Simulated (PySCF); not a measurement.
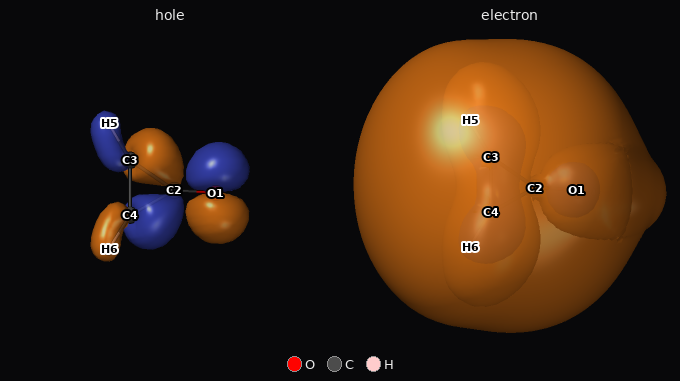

Figure 1: C$_{3}$H$_{2}$O, SMILES `O=C1C=C1`. Leading natural transition orbital pair of S₃ (TDA singlet states); the surfaces enclose about 85 % of each orbital's density.

Level of theory: CAM-B3LYP/def2-SVPD (PySCF), at a geometry from GFN2-xTB. No frequency check shows the geometry to be a minimum.

Input

```python
import numpy as np
from pyscf import gto, scf, dft, tdscf
from pyscf.scf import atom_ks, atom_hf
from scipy.linalg import block_diag

def solve(mol, dm0=None, hcore=None):
    mf = (dft.UKS if mol.spin else dft.RKS)(mol, xc='camb3lyp')
    mf.grids.level = 3
    mf = mf.density_fit(auxbasis='def2-universal-jkfit')
    mf.conv_tol, mf.max_cycle = 1e-8, 80
    if hcore is not None:
        mf.get_hcore = lambda *args: hcore
    mf.kernel(dm0)
    if not mf.converged:
        mf = mf.newton().run(mf.mo_coeff, mf.mo_occ, max_cycle=30)
    assert mf.converged, 'SCF not converged'
    return mf

mol = gto.M(atom='''
O     -1.52473    -0.00002     0.00000
C     -0.33526     0.00007     0.00000
C      0.92703    -0.67459     0.00000
C      0.92706     0.67455     0.00000
H      1.54245    -1.54682     0.00000
H      1.54251     1.54675     0.00000
''', basis='def2-svpd', charge=0, spin=0, verbose=4)
mf = solve(mol)
td = mf.TDA()
td.nstates, td.singlet, td.conv_tol = 4, True, 1e-5
td.kernel()
td.analyze()
x, y = np.array([p[0] for p in td.xy]), np.array([p[1] + 0 * p[0] for p in td.xy])
f, mu = td.oscillator_strength(), td.transition_dipole()
nto = [td.get_nto(state=i + 1, verbose=4) for i in range(len(td.e))]
# spherically averaged free atoms, for the promolecule
atm = atom_ks.get_atm_nrks(mol, xc='camb3lyp')
pro = block_diag(*[(atm[a[0]][2] * atm[a[0]][3]) @ atm[a[0]][2].T for a in mol._atom])
np.savez('result.npz', e=td.e, f=f, ok=td.converged, w=[n[0] for n in nto], nto=[n[1] for n in nto], x=x, y=y, c=mf.mo_coeff, occ=mf.mo_occ, eps=mf.mo_energy, pro=pro, mu=mu)
```

Run with:

```sh
OMP_NUM_THREADS=1 python input.py
```

The run took 2.5 min on 1 thread of Arm Neoverse V1, with other jobs on the host, peak memory 0.52 GiB.

Give its energy, strength and character.

Answer. 6.82 eV (182 nm), f = 0.001 (very weak), σ or n → diffuse (Rydberg-like) orbital; the leading pair carries 79 %; hole on O1 (50 %), C3 and C4 (15 % each) and C2 (14 %), electron on C3 and C4 (23 % each), C2 (17 %) and O1 (15 %) (atom shares of so diffuse an orbital are rough) (shares are of the whole state, not of the leading pair alone); their centroids lie 1.1 Å apart. In canonical orbitals it is mainly HOMO → LUMO+1 (60 %). The HOMO–LUMO gap is 8.38 eV.
